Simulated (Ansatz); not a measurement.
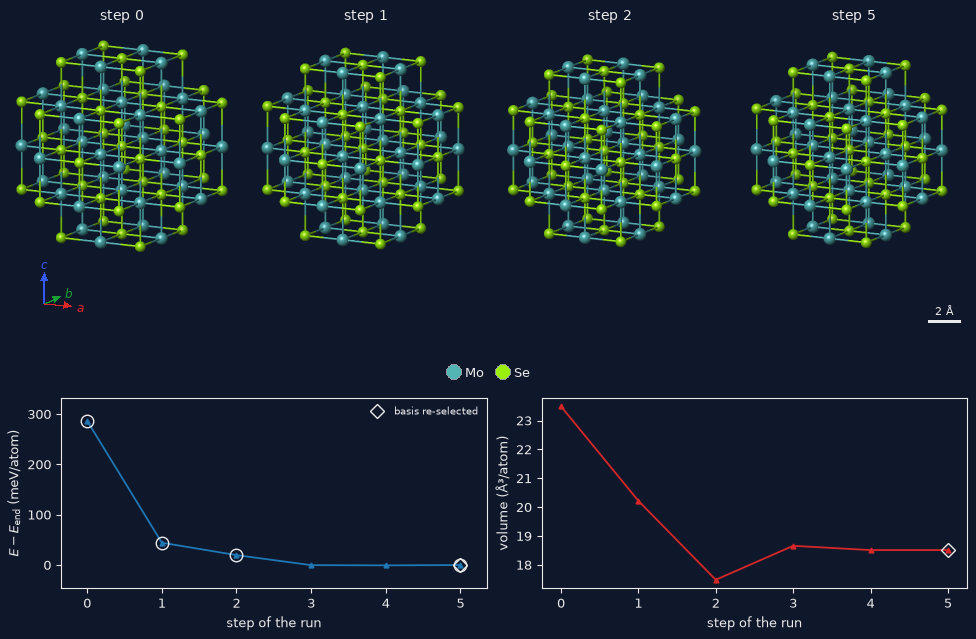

Frames of a relaxation of crystalline MoSe (built on the rock salt type), marked on the history of the run. Style: ball-and-stick. Shown: the conventional cell (4 times the calculation's cell), from a free direction. Lengths and directions refer to the drawn axes.

Case: no spin polarisation.

Theory: DFT PBE+U, scalar-relativistic, plane waves, PAW (Ansatz).

The input:
```yaml
crystal:
  lattice:
    - [0.0, 2.8639245983, 2.8639245983]
    - [2.8639245983, 0.0, 2.8639245983]
    - [2.8639245983, 2.8639245983, 0.0]
  atoms:
    - { symbol: Mo, position: [0.0, 0.0, 0.0] }
    - { symbol: Se, position: [0.5, 0.5, 0.5] }
basis:
  ecutwfc: 420
kpoints:
  mp_grid: { grid: [12, 12, 12] }
hamiltonian:
  xc: pbe
  hubbard: { sites: [{ species: Mo, l: d, u_eff: 4.38 }] }
scf:
  occupations: { method: gaussian, width: 0.1 }
output:
  forces: true
  stress: true
  eigenvalues: true
relax:
  adjacent_minimum: "off"
  f_tol: 0.01
  max_steps: 60
  cell: { stress_tol: 0.05 }
```

Command:
```bash
ansatz run input.yaml --threads 1 --pin off --max-ram 2560MiB --backend cpu --events-out ev --progress --plain --runs-dir out
```

What happens along the run?

Answer. After 4 accepted moves (5 points after the start) the energy has fallen by 287 meV per atom. All forces vanish by symmetry, so only the cell relaxes. Pressure: −14.65 GPa at the start and −0.03 GPa at the end. The SCF was repeated once at an unchanged geometry on a basis and grid sized afresh for the cell, which shifted the energy by 0.6 meV per atom at most. The atoms keep their places relative to the cell (all moves are under 0.005 Å). The drawn cell changes as follows: a = b = c 5.728 → 5.291 Å (−7.6 %); the volume changes by −21.2 %. Some distances before and after: Mo1–Se2 2.864 → 2.645 Å. The space group stays Fm-3m (No. 225). From step 0 to 1: volume −13.9 %, energy −242 meV per atom. From step 1 to 2: volume −13.5 %, energy −24.7 meV per atom. From step 2 to 5: volume +5.9 %, energy −19.7 meV per atom.
